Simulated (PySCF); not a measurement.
# MoOH₂: structure of the triplet

Aim: relax MoOH₂ as a triplet from a PBE0 minimum start, check by its vibrations whether the end is a minimum, and collect its spectrum and constants.

The runs use PySCF 2.14.0; PBE0, basis Mo def2-TZVP with ECP28, O def2-TZVP, H def2-TZVP, scalar-relativistic core potentials, no spin–orbit coupling, density fitting.

## Step 1: The starting structure

4 atoms, charge 0, spin multiplicity 3.

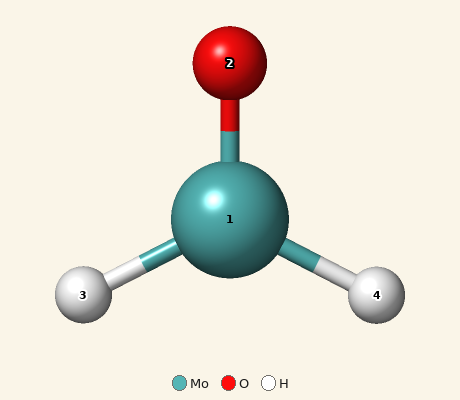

As it starts; molybdenum teal, oxygen red, hydrogen white; atoms are numbered from 1 in the order of the file.

Coordinates in bohr (charge 0 multiplicity 3):
```
Mo    0.3489    0.0000    0.2050
O    -2.3361    0.0000   -1.3727
H     0.1725    0.0000    3.4830
H     3.1266    0.0000   -1.5445
```

## Step 2: The SCF at the typed geometry

The steps below are one call of a driver around PySCF. For each, scf.py gives the equivalent set-up of the SCF; relaxations use the driver's own optimiser. After this first run the driver tries any further starts and a stability analysis.

File scf.py:

```python
from pyscf import gto, scf, dft
mol = gto.M(atom='''
Mo     0.184607     0.000000     0.108472
O     -1.236221    -0.000000    -0.726381
H      0.091292     0.000000     1.843137
H      1.654530    -0.000000    -0.817322''',
    basis={'Mo': 'def2-TZVP', 'O': 'def2-TZVP', 'H': 'def2-TZVP'},
    ecp={'Mo': 'def2-TZVP'},
    charge=0, spin=2)
mf = dft.UKS(mol, xc='PBE0')
mf.grids.atom_grid = (50, 194)
aux = {'Mo': 'def2-universal-JKFIT', 'O': 'def2-universal-JKFIT', 'H': 'def2-universal-JKFIT'}
mf = mf.density_fit(auxbasis=aux)
mf.conv_tol = 1e-08
mf.diis_space = 10
mf.max_cycle = 60
mf.init_guess = 'minao'
mf.verbose = 4
mf.kernel()
```

Command:

```
$ OMP_NUM_THREADS=2 python axn.py task.json out
```

What it wrote:

```text
init E= -137.938278420046
[... the frontier-level lines of each cycle are left out ...]
cycle= 1 E= -144.365158580563  delta_E= -6.43  |g|= 0.618  |ddm|= 2.67
cycle= 2 E= -142.810260553781  delta_E= 1.55  |g|= 2.02  |ddm|= 1.14
cycle= 3 E= -144.481013719925  delta_E= -1.67  |g|= 0.328  |ddm|= 0.915
cycle= 4 E= -144.525775127961  delta_E= -0.0448  |g|= 0.113  |ddm|= 0.352
cycle= 5 E= -144.531773550344  delta_E= -0.006  |g|= 0.0281  |ddm|= 0.0901
cycle= 6 E= -144.53219853436  delta_E= -0.000425  |g|= 0.00868  |ddm|= 0.0211
cycle= 7 E= -144.532311408791  delta_E= -0.000113  |g|= 0.00323  |ddm|= 0.0151
cycle= 8 E= -144.532344247758  delta_E= -3.28e-05  |g|= 0.00126  |ddm|= 0.00884
cycle= 9 E= -144.532350479555  delta_E= -6.23e-06  |g|= 0.000549  |ddm|= 0.005
cycle= 10 E= -144.532350863017  delta_E= -3.83e-07  |g|= 0.00018  |ddm|= 0.000916
cycle= 11 E= -144.532350928239  delta_E= -6.52e-08  |g|= 5.43e-05  |ddm|= 0.000434
cycle= 12 E= -144.532350932625  delta_E= -4.39e-09  |g|= 1.16e-05  |ddm|= 0.000115
Extra cycle  E= -144.532350932936  delta_E= -3.11e-10  |g|= 6.19e-06  |ddm|= 3.21e-05
converged SCF energy = -144.532350932936  <S^2> = 2.0279293  2S+1 = 3.0185621
```

This step, with its further starts and checks, took 16 s on 2 threads of Arm Neoverse N1, shared host.

Energies from each starting density:

```csv
start,energy (Eh)
the minimal-basis guess,-144.532351
a thermally smeared density,-144.532351
a smeared PBE density,-144.532351
```

The test of internal stability and the other starts found no lower solution of this spin.

## Step 3: PBE0 minimum start, triplet: relaxation

The program finds C2v symmetry in the start, which this walk keeps.

scf.py: that of step 2 with these lines changed.

```diff
@@ -3,4 +3,4 @@
-Mo     0.184607     0.000000     0.108472
-O     -1.236221    -0.000000    -0.726381
-H      0.091292     0.000000     1.843137
-H      1.654530    -0.000000    -0.817322''',
+Mo     0.184087     0.000000     0.108166
+O     -1.236741     0.000000    -0.726687
+H      0.090772     0.000000     1.842831
+H      1.654010     0.000000    -0.817628''',
@@ -17 +16,0 @@
-mf.init_guess = 'minao'
```

Energy and gradient, step by step:

```csv
step,energy (Eh),change (kJ/mol),largest symmetric gradient (Eh/bohr)
0,-144.532351,0.00,0.00012
```

The walk took 2.3 s.

Positions (Å) and forces (eV/Å) along the way:

```
step 0
Mo   0.184   0.000   0.108   0.000   0.000   0.001
O   -1.237   0.000  -0.727   0.007   0.000   0.002
H    0.091   0.000   1.843  -0.003   0.000  -0.001
H    1.654   0.000  -0.818  -0.004   0.000  -0.002
```

It settles in C2v symmetry, 0.0 kJ/mol below the start, after 0 steps: Mo–H 1.737 Å (×2), Mo–O 1.648 Å; H–Mo–H 125.3°, H–Mo–O 117.4° (×2).

## Step 4: Vibrations and properties at this point

On the finer grid the gradient is checked again; gradients at displacements of ±0.02 bohr then give force constants and infrared intensities.

scf.py: that of step 3 with these lines changed.

```diff
@@ -3,4 +3,4 @@
-Mo     0.184087     0.000000     0.108166
-O     -1.236741     0.000000    -0.726687
-H      0.090772     0.000000     1.842831
-H      1.654010     0.000000    -0.817628''',
+Mo     0.184721     0.000000     0.108539
+O     -1.236047     0.000000    -0.726279
+H      0.089768     0.000000     1.843020
+H      1.653687     0.000000    -0.818597''',
@@ -11 +11 @@
-mf.grids.atom_grid = (50, 194)
+mf.grids.atom_grid = (75, 302)
@@ -14 +14 @@
-mf.conv_tol = 1e-08
+mf.conv_tol = 1e-10
```

This SCF starts from the last density.

Log of the central SCF (cycles and frontier levels):

```text
init E= -144.532350032641
[... the frontier-level lines of each cycle are left out ...]
cycle= 1 E= -144.532350032613  delta_E= 2.79e-11  |g|= 9.29e-06  |ddm|= 5.63e-06
Extra cycle  E= -144.532350032295  delta_E= 3.19e-10  |g|= 3.07e-05  |ddm|= 1.64e-05
converged SCF energy = -144.532350032295  <S^2> = 2.0279093  2S+1 = 3.0185489
```

The whole step took 72 s.

Geometry: C2v; Mo–H 1.737 Å (×2), Mo–O 1.648 Å; H–Mo–H 125.4°, H–Mo–O 117.3° (×2).

Harmonic modes (main isotopes):

```json
{"symmetry": "b1", "ω (cm⁻¹)": "218", "IR (km/mol)": "168", "type": "bend"}
{"symmetry": "b2", "ω (cm⁻¹)": "546", "IR (km/mol)": "3.2", "type": "bend"}
{"symmetry": "a1", "ω (cm⁻¹)": "778", "IR (km/mol)": "34.1", "type": "bend"}
{"symmetry": "a1", "ω (cm⁻¹)": "1083", "IR (km/mol)": "215", "type": "mixed"}
{"symmetry": "b2", "ω (cm⁻¹)": "1822", "IR (km/mol)": "313", "type": "stretch"}
{"symmetry": "a1", "ω (cm⁻¹)": "1840", "IR (km/mol)": "135", "type": "stretch"}
```

Every mode is real; the point is a minimum.

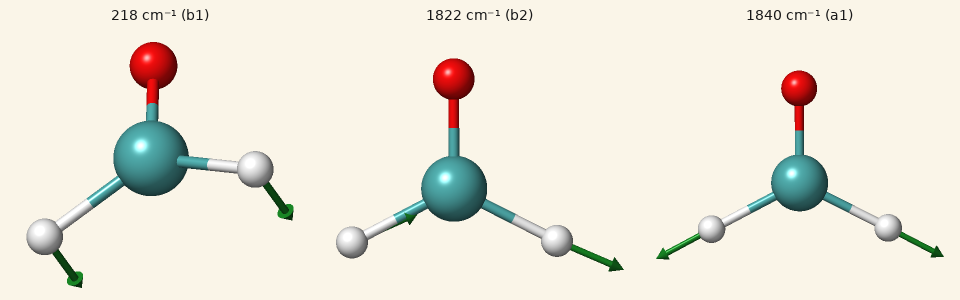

Displacements of 3 of the modes, as arrows (one member where a mode is degenerate).

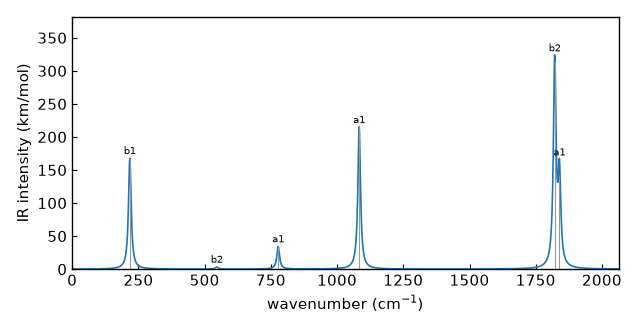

The harmonic infrared spectrum (widths in cm⁻¹). Lines are broadened to a width of 12 cm⁻¹ (Lorentzian).

Properties at this point:

| Item | Value |
| --- | --- |
| Dipole moment | 1.28 D |
| Highest occupied level | -7.34 eV |
| Lowest empty level | -3.13 eV |
| Rotational constants | 3.51, 0.4275, 0.3811 cm⁻¹ |
| Zero-point energy | 37.6 kJ/mol |
| Principal polarisabilities | 42.7, 45.4, 48.5 bohr³ |
| Atomisation energy without zero-point energy | 1069 kJ/mol |
| Principal traceless quadrupole moments about the centre of mass | -3.62, -1.79, 5.41 D Å |
| Entropy at 298.15 K and 1 bar (electronic part: spin only) | 269.4 J/(mol K) |
| Heat capacity Cp at 298.15 K | 50.0 J/(mol K) |
| Enthalpy at 298.15 K above 0 K | 12.12 kJ/mol |
| Rotational symmetry number | 2 |
| Spin squared ⟨S²⟩ | 2.028 |

Populations by atom (charges in e):

```tsv
atom	Mulliken	Löwdin	polar tensor	spin (Mulliken)	Mayer order to Mo1
Mo1	0.74	0.44	1.36	2.32	–
O2	-0.51	-0.23	-0.73	-0.17	2.14
H3,4	-0.11	-0.10	-0.31	-0.08	0.94
```

Outer orbital energies (eV). α occupied: -26.10, -11.75, -11.73, -11.35, -10.12, -8.41, -7.89, -7.34; empty: -3.13, -1.80, -1.17, -0.30. β occupied: -43.57, -43.54, -26.37, -11.62, -11.60, -11.46, -9.75, -8.41; empty: -2.85, -2.68, -2.21, -1.27.

Mulliken populations on Mo1 (outside its core potential): s 2.66, p 6.41, d 4.15, f 0.04.

## Step 5: Summary of results

| quantity | value |
| --- | --- |
| minimum | triplet, C2v |
| geometry | Mo–H 1.737 Å (×2), Mo–O 1.648 Å; H–Mo–H 125.4°, H–Mo–O 117.3° (×2) |
| wavenumbers (cm⁻¹) | 218 (b1), 546 (b2), 778 (a1), 1083 (a1), 1822 (b2), 1840 (a1) |
| dipole moment | 1.28 D |
| highest occupied, lowest empty level (either spin) | -7.34, -3.13 eV |
| polar-tensor charge of Mo1 | +1.36 e |
| zero-point energy | 37.6 kJ/mol |
| entropy at 298.15 K | 269.4 J/(mol K) |
| atomisation energy (no zero-point energy) | 1069 kJ/mol |
| ⟨S²⟩ | 2.028 |

The molecule stays C2v, as typed, and the end point is a minimum. The strongest infrared band lies at 1822 cm⁻¹ (b2, stretch). Most of the spin sits on Mo1 (Mulliken spin 2.32, against 2 for the whole molecule). Only this shape and spin were tried, so other structures or states may lie lower. One determinant may miss the lowest occupation of an open d or f shell.

The search up to here took 91 s.
